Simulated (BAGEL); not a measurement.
# C2H3ClNSi (SMILES C[Si](Cl)C#N): UHF/3-21G (density fitting with qzvpp-jkfit)

What is the energy change on altering one bond length of C2H3ClNSi at UHF/3-21G (density fitting with qzvpp-jkfit)? 

The results are computed with BAGEL 1.2.2.

3 further runs of the same task are left out: 2 that didn't finish, 1 set aside as unsound or not needed.

**1. Starting point**

The species is C2H3ClNSi (8 atoms), meant as a doublet with charge 0. As SMILES, `C[Si](Cl)C#N`. The shape is that of a PBE0-D4/def2-TZVP optimisation.

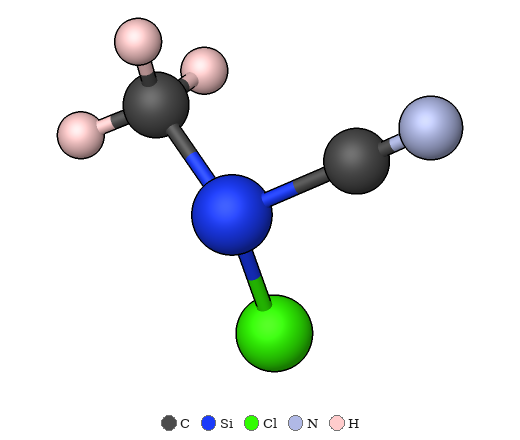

The structure, seen from a chosen angle (carbon dark grey, silicon blue, chlorine green, nitrogen light blue, hydrogen pink).

**2. A single-point energy at UHF/3-21G (density fitting with qzvpp-jkfit)**

File hf.json:

```json
{ "bagel": [

{
  "title": "molecule",
  "basis": "3-21g",
  "df_basis": "qzvpp-jkfit",
  "angstrom": true,
  "geometry": [
    { "atom": "C", "xyz": [      -0.710900,      -0.544800,       0.782600 ] },
    { "atom": "Si", "xyz": [       0.598800,       0.648200,       0.225400 ] },
    { "atom": "Cl", "xyz": [       2.483200,      -0.092800,       0.512800 ] },
    { "atom": "C", "xyz": [       0.405700,       0.989300,      -1.574400 ] },
    { "atom": "N", "xyz": [       0.241700,       1.298400,      -2.674300 ] },
    { "atom": "H", "xyz": [      -0.600600,      -1.491500,       0.246800 ] },
    { "atom": "H", "xyz": [      -0.626000,      -0.731800,       1.854000 ] },
    { "atom": "H", "xyz": [      -1.699700,      -0.132000,       0.571400 ] }
  ]
},

{
  "title": "uhf",
  "nopen": 1
},

{
  "title": "print",
  "file": "orbitals.molden",
  "orbitals": true
}

]}
```

Launch:

```bash
$ BAGEL_NUM_THREADS=1 BAGEL hf.json > hf.out
```

Standard output (excerpt; [...] marks lines left out):

```text
* using 1 threads per process

  ===============================================================
  ===============================================================

  *** Geometry ***

  { "atom" : "C", "xyz" : [     -1.343406,     -1.029523,      1.478900 ] },
  { "atom" : "Si", "xyz" : [      1.131568,      1.224920,      0.425944 ] },
  { "atom" : "Cl", "xyz" : [      4.692568,     -0.175367,      0.969052 ] },
  { "atom" : "C", "xyz" : [      0.766662,      1.869506,     -2.975185 ] },
  { "atom" : "N", "xyz" : [      0.456747,      2.453620,     -5.053695 ] },
  { "atom" : "H", "xyz" : [     -1.134970,     -2.818527,      0.466384 ] },
  { "atom" : "H", "xyz" : [     -1.182969,     -1.382902,      3.503552 ] },
  { "atom" : "H", "xyz" : [     -3.211967,     -0.249444,      1.079790 ] },

  Number of auxiliary basis functions:      537

  Since a DF basis is specified, we compute 2- and 3-index integrals:
    o Being stored without compression. Storage requirement is 0.015 GB

  Number of basis functions:       59
  Number of electrons      :       53

    * METHOD: MOLECULE                             0.24

  *** Open-shell HF ***

  === Nuclear Repulsion ===
   238.5325876662

      * DIIS with orbital gradients will be used.

  === UHF iteration (3-21g) ===
      0       -875.72886380          0.04422559           0.12
      1       -875.81528547          0.04043303           0.12
      2       -875.82632878          0.04078722           0.12
      3       -875.92077839          0.00159640           0.12
      4       -875.92159201          0.00062313           0.12
      5       -875.92178297          0.00019105           0.12
      6       -875.92186776          0.00007739           0.12
      7       -875.92192680          0.00005511           0.12
      8       -875.92198950          0.00004612           0.12
      9       -875.92205818          0.00004171           0.12
     10       -875.92217487          0.00003169           0.12
     11       -875.92229035          0.00002301           0.12
     12       -875.92239580          0.00001314           0.12
     13       -875.92243901          0.00000784           0.12
     14       -875.92245977          0.00000557           0.12
     15       -875.92247495          0.00000435           0.12
     16       -875.92248542          0.00000390           0.12
     17       -875.92249361          0.00000312           0.12
     18       -875.92249866          0.00000282           0.12
     19       -875.92250103          0.00000263           0.12
     20       -875.92250242          0.00000245           0.12
     21       -875.92250279          0.00000227           0.12
     22       -875.92250298          0.00000212           0.12
     23       -875.92250273          0.00000195           0.12
     24       -875.92250232          0.00000168           0.12
     25       -875.92250185          0.00000149           0.11
     26       -875.92250167          0.00000139           0.12
[... 14 lines of this table left out ...]
     41       -875.92250482          0.00000009           0.12
     42       -875.92250483          0.00000006           0.12
     43       -875.92250483          0.00000005           0.12
     44       -875.92250483          0.00000005           0.12
     45       -875.92250483          0.00000004           0.12
     46       -875.92250483          0.00000004           0.12
     47       -875.92250483          0.00000003           0.12
     48       -875.92250483          0.00000003           0.12
     49       -875.92250483          0.00000002           0.12
     50       -875.92250483          0.00000002           0.12
     51       -875.92250483          0.00000001           0.12
     52       -875.92250483          0.00000001           0.12
     53       -875.92250483          0.00000001           0.12
    * SCF iteration converged.

    * S^2 (UHF) is 0.8197

    * Permanent dipole moment:
           (    1.032003,     0.127568,    -1.166439) a.u.

    * METHOD: UHF                                  6.55

    * METHOD: PRINT                                0.01

  ===============================================================
```

Run time: 7.2 s. Hardware: 1 thread of Arm Neoverse V1, shared host.

**3. The distorted shape at the same level**

File hf.json:

```json
{ "bagel": [

{
  "title": "molecule",
  "basis": "3-21g",
  "df_basis": "qzvpp-jkfit",
  "angstrom": true,
  "geometry": [
    { "atom": "C", "xyz": [      -0.562619,      -0.606704,       0.814272 ] },
    { "atom": "Si", "xyz": [       0.747081,       0.586296,       0.257072 ] },
    { "atom": "Cl", "xyz": [       2.631481,      -0.154704,       0.544472 ] },
    { "atom": "C", "xyz": [       0.553981,       0.927396,      -1.542728 ] },
    { "atom": "N", "xyz": [       0.389981,       1.236496,      -2.642628 ] },
    { "atom": "H", "xyz": [      -0.452319,      -1.553404,       0.278472 ] },
    { "atom": "H", "xyz": [      -0.477719,      -0.793704,       1.885672 ] },
    { "atom": "H", "xyz": [      -1.699700,      -0.132000,       0.571400 ] }
  ]
},

{ "title": "uhf", "nopen": 1 },

{ "title": "print", "file": "orbitals.molden", "orbitals": true }

]}
```

Launch:

```bash
$ BAGEL_NUM_THREADS=1 BAGEL hf.json > hf.out
```

Standard output:

```text
* using 1 threads per process

  ===============================================================
  ===============================================================

  *** Geometry ***

  { "atom" : "C", "xyz" : [     -1.063196,     -1.146504,      1.538751 ] },
  { "atom" : "Si", "xyz" : [      1.411778,      1.107939,      0.485796 ] },
  { "atom" : "Cl", "xyz" : [      4.972778,     -0.292348,      1.028903 ] },
  { "atom" : "C", "xyz" : [      1.046872,      1.752524,     -2.915333 ] },
  { "atom" : "N", "xyz" : [      0.736957,      2.336639,     -4.993843 ] },
  { "atom" : "H", "xyz" : [     -0.854759,     -2.935508,      0.526236 ] },
  { "atom" : "H", "xyz" : [     -0.902758,     -1.499883,      3.563404 ] },
  { "atom" : "H", "xyz" : [     -3.211967,     -0.249444,      1.079790 ] },

  Number of auxiliary basis functions:      537

  Since a DF basis is specified, we compute 2- and 3-index integrals:
    o Being stored without compression. Storage requirement is 0.015 GB

  Number of basis functions:       59
  Number of electrons      :       53

    * METHOD: MOLECULE                             0.24

  *** Open-shell HF ***

  === Nuclear Repulsion ===
   237.8759749889

      * DIIS with orbital gradients will be used.

  === UHF iteration (3-21g) ===
      0       -875.71621191          0.04373632           0.11
      1       -875.80131130          0.04033343           0.11
      2       -875.81234859          0.04070565           0.11
      3       -875.90647656          0.00160332           0.11
      4       -875.90731808          0.00062054           0.11
      5       -875.90750735          0.00019437           0.11
      6       -875.90759200          0.00007968           0.11
      7       -875.90765010          0.00005587           0.11
      8       -875.90771105          0.00004620           0.11
      9       -875.90777394          0.00004213           0.11
     10       -875.90788439          0.00003221           0.11
     11       -875.90800011          0.00002363           0.11
     12       -875.90810729          0.00001398           0.11
     13       -875.90815644          0.00000818           0.12
     14       -875.90817756          0.00000574           0.12
     15       -875.90819288          0.00000450           0.11
     16       -875.90820364          0.00000396           0.11
     17       -875.90821336          0.00000300           0.11
     18       -875.90821908          0.00000251           0.11
     19       -875.90822177          0.00000222           0.11
     20       -875.90822299          0.00000196           0.11
     21       -875.90822353          0.00000165           0.11
     22       -875.90822369          0.00000143           0.11
     23       -875.90822374          0.00000107           0.11
     24       -875.90822367          0.00000073           0.11
     25       -875.90822364          0.00000057           0.11
     26       -875.90822367          0.00000049           0.11
     27       -875.90822372          0.00000046           0.11
     28       -875.90822376          0.00000045           0.12
     29       -875.90822379          0.00000045           0.11
     30       -875.90822381          0.00000046           0.11
     31       -875.90822381          0.00000045           0.11
     32       -875.90822389          0.00000039           0.11
     33       -875.90822400          0.00000031           0.11
     34       -875.90822407          0.00000024           0.11
     35       -875.90822409          0.00000016           0.11
     36       -875.90822408          0.00000011           0.11
     37       -875.90822409          0.00000008           0.11
     38       -875.90822409          0.00000006           0.11
     39       -875.90822409          0.00000005           0.11
     40       -875.90822409          0.00000004           0.11
     41       -875.90822409          0.00000004           0.11
     42       -875.90822409          0.00000004           0.11
     43       -875.90822409          0.00000004           0.12
     44       -875.90822409          0.00000004           0.11
     45       -875.90822409          0.00000004           0.11
     46       -875.90822409          0.00000003           0.11
     47       -875.90822409          0.00000002           0.11
     48       -875.90822409          0.00000001           0.12
     49       -875.90822409          0.00000001           0.11
    * SCF iteration converged.

    * S^2 (UHF) is 0.8196

    * Permanent dipole moment:
           (    1.011848,     0.135276,    -1.169992) a.u.

    * METHOD: UHF                                  5.73

    * METHOD: PRINT                                0.01

  ===============================================================
```

Wall time 6.3 s (1 thread of Arm Neoverse V1, shared host).

**4. What came out**

At UHF/3-21G (density fitting with qzvpp-jkfit):

| quantity | value |
| --- | --- |
| first shape: total energy | -875.92250 Eh |
| first shape: dipole moment | 3.97 D |
| first shape: ⟨S²⟩ | 0.820 |
| distorted shape: total energy | -875.90822 Eh |
| distorted shape: dipole moment | 3.95 D |
| distorted shape: ⟨S²⟩ | 0.820 |
| energy change with the C1–H8 bond stretched from 1.092 to 1.256 Å | 0.389 eV |

With the C1–H8 bond stretched from 1.092 to 1.256 Å the energy rises by 0.39 eV (9.0 kcal/mol). The first shape isn't relaxed at this level, so the change isn't measured from a minimum.
